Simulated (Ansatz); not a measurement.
**Run report: HfH3O3F, nudged elastic band**

System: HfH3O3F.
Method: UKS PBE-D4/def2-SVP (Ansatz 0.2.0).

It belongs to a series of runs on one base structure; here: band between the two ends.

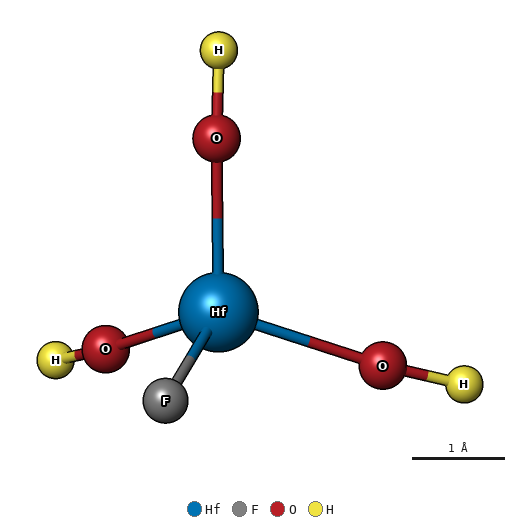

Figure 1. The input geometry (ball-and-stick view, seen at a tilt). Sticks mark near contacts. Bond lengths as drawn: F–Hf 1.94 Å, Hf–O 1.93 Å and H–O 0.96 Å.

The input:
```yaml
crystal:
  periodic: [false, false, false]
  atoms:
    - { symbol: Hf, position_ang: [0.313268, -0.193109, -0.034105] }
    - { symbol: F, position_ang: [1.95236, -1.209263, -0.224892] }
    - { symbol: O, position_ang: [-0.748571, -0.444817, -1.6313] }
    - { symbol: H, position_ang: [-1.351868, -0.504007, -2.380304] }
    - { symbol: O, position_ang: [0.77576, 1.672444, 0.187185] }
    - { symbol: O, position_ang: [-0.632333, -0.849228, 1.521048] }
    - { symbol: H, position_ang: [0.883644, 2.623717, 0.296741] }
    - { symbol: H, position_ang: [-1.192261, -1.095737, 2.265526] }
magnetization:
  spin_polarized: true
basis:
  gaussian: { orbitals: def2-SVP }
hamiltonian:
  xc: pbe
  dispersion: d4
neb:
  order_check: false
  images: 7
  f_tol: 0.05
  max_iterations: 60
  final_atoms:
    - { symbol: Hf, position_ang: [-0.85696328, 0.79446259, 0.1619766] }
    - { symbol: F, position_ang: [0.23509576, -2.27627714, -0.5998571] }
    - { symbol: O, position_ang: [-0.35105775, 0.01048416, -1.39552867] }
    - { symbol: H, position_ang: [0.05839941, -1.42026781, -1.0785275] }
    - { symbol: O, position_ang: [0.3099594, 2.33022645, 0.49973616] }
    - { symbol: O, position_ang: [-0.42391322, -0.63820821, 1.39491683] }
    - { symbol: H, position_ang: [1.14050367, 2.65110255, 0.11211181] }
    - { symbol: H, position_ang: [-0.11202499, -1.4515226, 0.90507088] }
  initial_path:
    images:
      - { positions_ang: [[0.313268, -0.193109, -0.034105], [1.95236, -1.209263, -0.224892], [-0.748571, -0.444817, -1.6313], [-1.351868, -0.504007, -2.380304], [0.77576, 1.672444, 0.187185], [-0.632333, -0.849228, 1.521048], [0.883644, 2.623717, 0.296741], [-1.192261, -1.095737, 2.265526]] }
      - { positions_ang: [[0.03187229, 0.0049841, 0.04158865], [1.74640614, -1.12580287, -0.28402022], [-0.805487, -0.37829416, -1.56399492], [-0.97425188, -0.55746243, -2.07718059], [0.7177317, 1.72521049, 0.19238726], [-0.70214547, -0.81849909, 1.53654253], [0.9772605, 2.33775026, 0.14611539], [-0.99138727, -1.1878863, 2.0084609]] }
      - { positions_ang: [[-0.24952342, 0.20307721, 0.1172823], [1.54045228, -1.04234274, -0.34314844], [-0.86240301, -0.31177132, -1.49668984], [-0.59663576, -0.61091786, -1.77405719], [0.65970339, 1.77797698, 0.19758951], [-0.77195794, -0.78777019, 1.55203707], [1.07087701, 2.05178352, -0.00451021], [-0.79051355, -1.28003559, 1.7513958]] }
      - { positions_ang: [[-0.53091913, 0.40117031, 0.19297595], [1.33449842, -0.95888261, -0.40227665], [-0.91931901, -0.24524849, -1.42938475], [-0.21901963, -0.6643733, -1.47093378], [0.60167509, 1.83074347, 0.20279177], [-0.84177041, -0.75704128, 1.5675316], [1.16449351, 1.76581678, -0.15513582], [-0.58963982, -1.37218489, 1.49433069]] }
      - { positions_ang: [[-0.81231484, 0.59926341, 0.2686696], [1.12854455, -0.87542248, -0.46140487], [-0.97623502, -0.17872565, -1.36207967], [0.15859649, -0.71782873, -1.16781037], [0.54364678, 1.88350996, 0.20799403], [-0.91158289, -0.72631237, 1.58302613], [1.25811002, 1.47985004, -0.30576143], [-0.3887661, -1.46433418, 1.23726559]] }
      - { positions_ang: [[-0.82347695, 0.64806321, 0.24199635], [0.90518236, -1.22563614, -0.49601793], [-0.8199407, -0.1314232, -1.37044192], [0.13354722, -0.8934385, -1.14548966], [0.48522493, 1.99518908, 0.28092956], [-0.78966547, -0.70428633, 1.53599881], [1.22870843, 1.77266317, -0.20129312], [-0.31958082, -1.46113129, 1.15421691]] }
      - { positions_ang: [[-0.83463906, 0.696863, 0.2153231], [0.68182016, -1.57584981, -0.53063099], [-0.66364638, -0.08412075, -1.37880417], [0.10849795, -1.06904827, -1.12316894], [0.42680309, 2.1068682, 0.35386509], [-0.66774805, -0.68226029, 1.48897148], [1.19930684, 2.0654763, -0.09682481], [-0.25039554, -1.45792839, 1.07116823]] }
      - { positions_ang: [[-0.84580117, 0.7456628, 0.18864985], [0.45845796, -1.92606347, -0.56524404], [-0.50735206, -0.03681829, -1.38716642], [0.08344868, -1.24465804, -1.10084822], [0.36838124, 2.21854733, 0.42680062], [-0.54583064, -0.66023425, 1.44194415], [1.16990526, 2.35828943, 0.0076435], [-0.18121027, -1.45472549, 0.98811956]] }
      - { positions_ang: [[-0.85696328, 0.79446259, 0.1619766], [0.23509576, -2.27627714, -0.5998571], [-0.35105775, 0.01048416, -1.39552867], [0.05839941, -1.42026781, -1.0785275], [0.3099594, 2.33022645, 0.49973616], [-0.42391322, -0.63820821, 1.39491683], [1.14050367, 2.65110255, 0.11211181], [-0.11202499, -1.4515226, 0.90507088]] }
```

Launch command:
```bash
ansatz run input.yaml --threads 4 --pin off --max-ram 5120MiB --backend cpu --events-out ev --progress --plain --runs-dir out
```

What the program printed:
```
Engine: ansatz 0.2.0, aarch64-unknown-linux-gnu
Functional definition: PBE
  parameter kappa = 0.804
  parameter beta = 0.06672455060314922
  exchange = pbe_x(kappa = kappa, mu = beta*pi^2/3)
  correlation = pbe_c(beta = beta)
1065 factors; their error is unknown
mean field evaluation 1: about -10186.7062 eV, gradient 7.5e1 eV
mean field evaluation 2: about -10046.1630 eV, gradient 1.9e2 eV
mean field evaluation 4: about -10205.1545 eV, gradient 1.6e1 eV
mean field evaluation 8: about -10205.9771 eV, gradient 1.6e-1 eV
mean field evaluation 16: about -10205.9074 eV, gradient 1.3e-4 eV
mean field -10205.90741294 eV, -375.0601796129 hartree, gradient 2.2e-5 eV, S^2 0.000000; 0 other end points of the search recorded, 0 dependent functions left out
the calculation of the forces begins
reference -10205.90748769 eV, -375.0601823602 hartree; 24, 24 occupied and 79, 79 virtual orbitals, 1065 factors
1065 factors; their error is unknown
mean field evaluation 32: about -10202.7785 eV, gradient 1.7e-3 eV
mean field -10202.77854877 eV, -374.9451959754 hartree, gradient 3.5e-5 eV, S^2 0.000000; 0 other end points of the search recorded, 0 dependent functions left out
[... from here on the field's lines of each further geometry are left out, up to the last ...]
NEB iter   1: max|band force component| = 1.243e2 eV/Å  barrier→ = 60.5513 eV  barrier← = 57.4527 eV  Δτ_max = 0.2000 Å  (278 SCF iters)
NEB iter   2: max|band force component| = 2.043e1 eV/Å  barrier→ = 8.9114 eV  barrier← = 5.8128 eV  Δτ_max = 0.2000 Å  (261 SCF iters)
NEB iter   3: max|band force component| = 1.329e1 eV/Å  barrier→ = 4.3300 eV  barrier← = 1.2315 eV  Δτ_max = 0.1957 Å  (252 SCF iters)
NEB iter   4: max|band force component| = 6.382e0 eV/Å  barrier→ = 3.2495 eV  barrier← = 0.1509 eV  Δτ_max = 0.1984 Å  (242 SCF iters)
NEB iter   5: max|band force component| = 3.325e0 eV/Å  barrier→ = 3.2296 eV  barrier← = 0.1310 eV  Δτ_max = 0.1995 Å  (247 SCF iters)
NEB iter   6: max|band force component| = 1.599e0 eV/Å  barrier→ = 3.2759 eV  barrier← = 0.1773 eV  Δτ_max = 0.1665 Å  (242 SCF iters)
NEB iter   7: max|band force component| = 1.477e0 eV/Å  barrier→ = 3.2023 eV  barrier← = 0.1037 eV  Δτ_max = 0.0787 Å  (244 SCF iters)
NEB iter   8: max|band force component| = 7.166e-1 eV/Å  barrier→ = 3.1991 eV  barrier← = 0.1006 eV  Δτ_max = 0.0324 Å  (228 SCF iters)
NEB iter   9: max|band force component| = 2.660e-1 eV/Å  barrier→ = 3.1984 eV  barrier← = 0.0998 eV  CI = image 6  Δτ_max = 0.1600 Å  (227 SCF iters)
NEB iter  10: max|band force component| = 8.147e-1 eV/Å  barrier→ = 3.3069 eV  barrier← = 0.2083 eV  CI = image 6  Δτ_max = 0.0795 Å  (236 SCF iters)
NEB iter  11: max|band force component| = 5.998e-1 eV/Å  barrier→ = 3.3081 eV  barrier← = 0.2095 eV  CI = image 6  Δτ_max = 0.0622 Å  (232 SCF iters)
NEB iter  12: max|band force component| = 4.595e-1 eV/Å  barrier→ = 3.2830 eV  barrier← = 0.1844 eV  CI = image 6  Δτ_max = 0.0793 Å  (226 SCF iters)
NEB iter  13: max|band force component| = 1.678e-1 eV/Å  barrier→ = 3.2667 eV  barrier← = 0.1681 eV  CI = image 6  Δτ_max = 0.1586 Å  (219 SCF iters)
NEB iter  14: max|band force component| = 3.017e-1 eV/Å  barrier→ = 3.2380 eV  barrier← = 0.1394 eV  CI = image 6  Δτ_max = 0.0792 Å  (225 SCF iters)
NEB iter  15: max|band force component| = 1.628e-1 eV/Å  barrier→ = 3.2295 eV  barrier← = 0.1310 eV  CI = image 6  Δτ_max = 0.0774 Å  (222 SCF iters)
NEB iter  16: max|band force component| = 2.511e-1 eV/Å  barrier→ = 3.2393 eV  barrier← = 0.1407 eV  CI = image 6  Δτ_max = 0.0390 Å  (225 SCF iters)
NEB iter  17: max|band force component| = 1.985e-1 eV/Å  barrier→ = 3.2382 eV  barrier← = 0.1396 eV  CI = image 6  Δτ_max = 0.0390 Å  (229 SCF iters)
NEB iter  18: max|band force component| = 7.180e-2 eV/Å  barrier→ = 3.2369 eV  barrier← = 0.1383 eV  CI = image 6  Δτ_max = 0.0674 Å  (226 SCF iters)
NEB iter  19: max|band force component| = 7.283e-2 eV/Å  barrier→ = 3.2366 eV  barrier← = 0.1381 eV  CI = image 6  Δτ_max = 0.0108 Å  (221 SCF iters)
the calculation of the forces begins
reference -10202.73427389 eV, -374.9435689037 hartree; 24, 24 occupied and 79, 79 virtual orbitals, 1065 factors
1065 factors; their error is unknown
mean field evaluation 1280: about -10202.7098 eV, gradient 1.1e-1 eV
mean field -10202.63840549 eV, -374.9400458051 hartree, gradient 1.2e-5 eV, S^2 0.000000; 1 other end points of the search recorded, 0 dependent functions left out
the calculation of the forces begins
reference -10202.63847079 eV, -374.9400482047 hartree; 24, 24 occupied and 79, 79 virtual orbitals, 1065 factors
NEB iter  20: max|band force component| = 2.267e-2 eV/Å  barrier→ = 3.2365 eV  barrier← = 0.1379 eV  CI = image 6  Δτ_max = 0.0000 Å  (458 SCF iters)
```

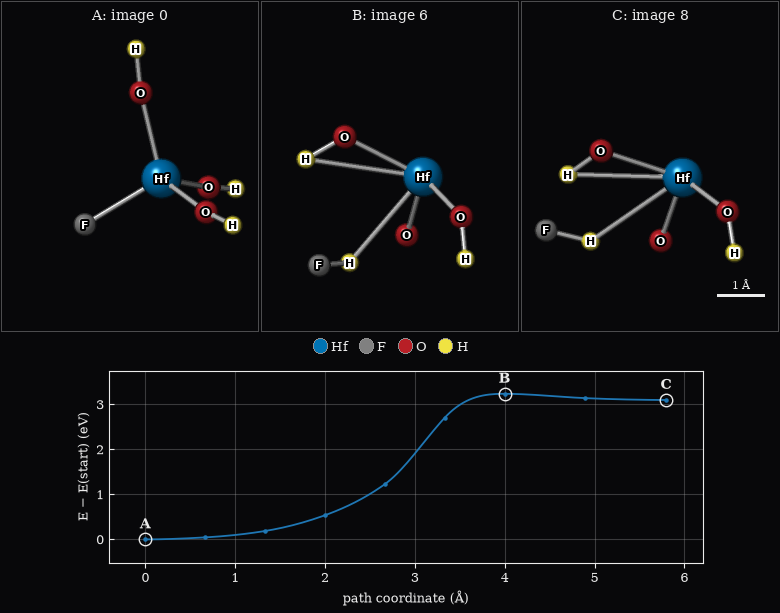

Figure 2. Images of the last band (counted from 0; ball-and-stick, seen at a tilt) above the energy along the path; the line is a cubic interpolation that uses the forces. The highest image is number 6, 3.237 eV above the start and 0.138 eV above the end (the climbing image); the end lies 3.099 eV above the start. The path is 5.80 Å long. The band converged in 20 iterations.

```
Total energy: -10202.79598944 eV, -374.9458369086 hartree
Atom 0 at    -0.953341     0.703408     0.213166 Å, force     0.000691     0.013577     0.003378 eV/Å
Atom 1 at     0.941781    -1.414412    -0.613070 Å, force    -0.020267     0.009158    -0.005950 eV/Å
Atom 2 at    -0.941347    -0.054950    -1.437831 Å, force    -0.000356    -0.004358    -0.006553 eV/Å
Atom 3 at     0.225181    -1.023694    -1.176727 Å, force     0.017002    -0.008185     0.009051 eV/Å
Atom 4 at     0.538554     1.963599     0.338052 Å, force    -0.002753    -0.006639    -0.003636 eV/Å
Atom 5 at    -0.811507    -0.734852     1.532994 Å, force     0.005585    -0.007721     0.001540 eV/Å
Atom 6 at     1.348521     2.127694    -0.171726 Å, force     0.000988     0.003874     0.002328 eV/Å
Atom 7 at    -0.347842    -1.566793     1.315041 Å, force    -0.000890     0.000294    -0.000159 eV/Å
Dipole moment:    -0.589245     0.689758     0.282562 e Å
this run last wrote the band of iteration 20 to [file]
```

The last band as extended XYZ (Å, eV, eV/Å):
```
8
Properties=species:S:1:pos:R:3:forces:R:3 image=0 energy=-10206.03245
Hf    0.3133   -0.1931   -0.0341    0.0036  -0.0023  -0.0010
F     1.9524   -1.2093   -0.2249    0.0008  -0.0001   0.0005
O    -0.7486   -0.4448   -1.6313   -0.0004  -0.0004  -0.0011
H    -1.3519   -0.5040   -2.3803   -0.0009   0.0008   0.0008
O     0.7758    1.6724    0.1872   -0.0019   0.0011  -0.0005
O    -0.6323   -0.8492    1.5210   -0.0017   0.0008  -0.0007
H     0.8836    2.6237    0.2967    0.0002  -0.0006   0.0012
H    -1.1923   -1.0957    2.2655    0.0004   0.0006   0.0008
8
Properties=species:S:1:pos:R:3:forces:R:3 image=1 energy=-10205.98700
Hf    0.2246   -0.0745    0.0459    0.0273  -0.0235  -0.0140
F     1.8059   -1.1557   -0.2075    0.0475  -0.0035   0.0094
O    -0.8300   -0.3230   -1.5576    0.0280  -0.0260  -0.0075
H    -1.1905   -0.6932   -2.3716   -0.0570   0.0338  -0.0242
O     0.7532    1.7799    0.3082    0.0084  -0.0170  -0.0128
O    -0.6970   -0.7384    1.6268    0.0147  -0.0051  -0.0024
H     1.0801    2.6501    0.0476   -0.0330   0.0131   0.0226
H    -1.1463   -1.4452    2.1081   -0.0360   0.0282   0.0290
8
Properties=species:S:1:pos:R:3:forces:R:3 image=2 energy=-10205.84495
Hf    0.0865    0.0489    0.0963    0.1010  -0.0666  -0.0177
F     1.5781   -1.1241   -0.2168    0.1500  -0.0200   0.0106
O    -0.9315   -0.2107   -1.5565    0.0422  -0.0175   0.0172
H    -0.8576   -0.9070   -2.2273   -0.1498   0.0171  -0.1174
O     0.6869    1.8947    0.3579    0.0081  -0.0312  -0.0011
O    -0.8111   -0.6799    1.6848    0.0399   0.0134  -0.0190
H     1.2121    2.5828   -0.0764   -0.0645   0.0725   0.0380
H    -0.9634   -1.6048    1.9379   -0.1269   0.0323   0.0894
8
Properties=species:S:1:pos:R:3:forces:R:3 image=3 energy=-10205.49486
Hf   -0.1137    0.1735    0.1271    0.2628  -0.1620  -0.0113
F     1.2933   -1.0787   -0.2107    0.3394  -0.0297   0.0344
O    -0.9895   -0.1994   -1.6009   -0.0209   0.0240   0.0409
H    -0.5302   -0.9648   -1.9958   -0.2700  -0.0462  -0.3426
O     0.6500    1.9733    0.3512    0.0009  -0.0039   0.0141
O    -0.9065   -0.6944    1.7160   -0.0063   0.0567  -0.0139
H     1.3287    2.4432   -0.1597   -0.0680   0.1788   0.0524
H    -0.7321   -1.6526    1.7726   -0.2379  -0.0177   0.2259
8
Properties=species:S:1:pos:R:3:forces:R:3 image=4 energy=-10204.80401
Hf   -0.3465    0.3085    0.1462    0.6780  -0.4445  -0.0205
F     0.9777   -1.0627   -0.2484    0.3964   0.2965   0.3487
O    -0.9824   -0.2013   -1.6416   -0.1594  -0.0373  -0.1491
H    -0.3014   -0.9167   -1.6906   -0.5264  -0.0532  -0.7825
O     0.6747    1.9768    0.3460    0.0694   0.0648   0.0571
O    -0.9034   -0.7369    1.7253   -0.1424   0.0069   0.1464
H     1.4202    2.2648   -0.2064   -0.0201   0.2743   0.0253
H    -0.5390   -1.6324    1.5694   -0.2956  -0.1076   0.3745
8
Properties=species:S:1:pos:R:3:forces:R:3 image=5 energy=-10203.32755
Hf   -0.6638    0.4779    0.1565    1.0300  -0.8456  -0.1846
F     0.8460   -1.1678   -0.3982   -0.3073   0.9266   0.7565
O    -0.8935   -0.2060   -1.5844    0.2257  -0.5186  -0.5589
H    -0.0345   -0.8956   -1.3530   -0.9315   0.5083  -0.6675
O     0.5864    1.9709    0.3316    0.1526   0.0133   0.0335
O    -0.8312   -0.7664    1.6481   -0.0881  -0.1675   0.3593
H     1.3683    2.1859   -0.2022    0.0487   0.2377  -0.0043
H    -0.3777   -1.5989    1.4016   -0.1301  -0.1541   0.2660
8
Properties=species:S:1:pos:R:3:forces:R:3 image=6 energy=-10202.79592
Hf   -0.9533    0.7034    0.2132    0.0007   0.0136   0.0034
F     0.9418   -1.4144   -0.6131   -0.0203   0.0092  -0.0060
O    -0.9413   -0.0549   -1.4378   -0.0004  -0.0044  -0.0066
H     0.2252   -1.0237   -1.1767    0.0170  -0.0082   0.0091
O     0.5386    1.9636    0.3381   -0.0028  -0.0066  -0.0036
O    -0.8115   -0.7349    1.5330    0.0056  -0.0077   0.0015
H     1.3485    2.1277   -0.1717    0.0010   0.0039   0.0023
H    -0.3478   -1.5668    1.3150   -0.0009   0.0003  -0.0002
8
Properties=species:S:1:pos:R:3:forces:R:3 image=7 energy=-10202.89230
Hf   -1.0131    0.8193    0.2177   -0.0053   0.0135  -0.0010
F     0.6611   -1.9232   -0.5717   -0.0285  -0.0563   0.0058
O    -0.6924    0.0099   -1.3726    0.0248   0.0065   0.0081
H     0.1553   -1.2246   -1.0636   -0.0085  -0.0227   0.0117
O     0.4174    2.1370    0.4309   -0.0143   0.0201   0.0099
O    -0.6342   -0.6566    1.4200    0.0226   0.0072  -0.0122
H     1.2660    2.2441   -0.0303   -0.0121   0.0132   0.0144
H    -0.1602   -1.4058    0.9695    0.0212   0.0185  -0.0366
8
Properties=species:S:1:pos:R:3:forces:R:3 image=8 energy=-10202.93387
Hf   -0.8570    0.7945    0.1620   -0.0088  -0.0053  -0.0084
F     0.2351   -2.2763   -0.5999   -0.0014  -0.0107  -0.0006
O    -0.3511    0.0105   -1.3955   -0.0003  -0.0024   0.0011
H     0.0584   -1.4203   -1.0785   -0.0027   0.0076  -0.0001
O     0.3100    2.3302    0.4997    0.0173   0.0069  -0.0061
O    -0.4239   -0.6382    1.3949    0.0002  -0.0019   0.0031
H     1.1405    2.6511    0.1121   -0.0069   0.0102   0.0088
H    -0.1120   -1.4515    0.9051    0.0025  -0.0045   0.0023
```

Results in brief:

| quantity | value |
| --- | --- |
| outcome | converged |
| barrier, forward | 3.236 eV |
| barrier, backward | 0.138 eV |
| hardware | 4 threads of Arm Neoverse N1, 16 GiB of memory available, shared host |
| wall time | 7.2 min (CPU time 27 min) |
| peak memory | 0.2 GiB |

Notes:

The order of the saddle point was not checked.
